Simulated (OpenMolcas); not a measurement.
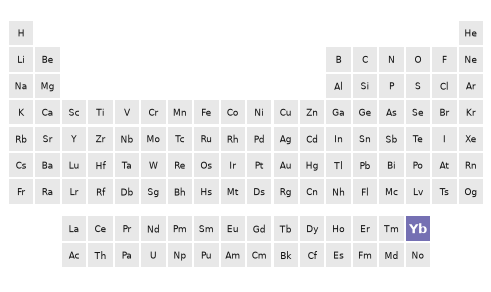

The place of ytterbium in the periodic table.

# Yb³⁺: multiconfigurational calculation

System: Yb³⁺.
Method: state-averaged CASSCF, active space 13 electrons in the shell 4f, basis ANO-R0, X2C scalar Hamiltonian, spin-orbit coupling by RASSI with atomic mean-field integrals (OpenMolcas).

Input file:
```
&GATEWAY
Coord
1

Yb 0.0 0.0 0.0
Basis=ANO-R0
Group=XYZ
NoMove
AngMom=0.0 0.0 0.0
AMFI
&SEWARD
&RASSCF
FileOrb=start.orb
Symmetry=2
Spin=2
nActEl=14 0 0
Inactive=15 12
Ras2=0 7
CIRoot=7 7 1
SDav=7
CIMx=300
Iter=59 100
PrWF=0.3
OrbListing=Nothing
MaxOrb=0
Atom
>>> COPY $Project.JobIph JOB001
```

The file start.orb holds starting orbitals from an earlier step.

Hardware: 1 thread of Intel Xeon (Granite Rapids), 128 GiB of memory available, shared host.

Command:
```bash
OMP_NUM_THREADS=1 MOLCAS_MEM=2252 MOLCAS_PROJECT=a pymolcas a.inp > a.log  # once for each step of the input, in one work folder
```

Output (extracts):
```
--- SEWARD ---
Basis set label: YB.ANO-R...6S4P2D1F.

      Electronic valence basis set:
      ------------------
      Associated Effective Charge  70.000000 au
      Associated Actual Charge     70.000000 au
      Nuclear Model: Finite nucleus - Gaussian distribution
        Gaussian exponent, Xi/bohr**(-2):  1.53143E+08

      Shell  nPrim  nBasis  Cartesian Spherical Contaminant
         s      25       6        X
         p      20       4        X
         d      12       2                 X
         f      10       1                 X
                  Relativistic X2C integrals
                  Atomic mean-field integrals
--- RASSCF ---

 Nr of active orbitals     NAC=   7
 Spin degeneracy         ISPIN=   2
 There can be no such wave function.
 ************************************************
--- Stop Module: rasscf at  /rc=_RC_INPUT_ERROR_ ---
.####################.
.# User input error #.
.####################.
```

Outcome:

| quantity | value |
| --- | --- |
| outcome | refused by the program |

Diagnosis:

One thing in this input was made wrong on purpose: wrong electron count. The program refused the input; the driver noted: RASSCF spin 2: _RC_INPUT_ERROR_.
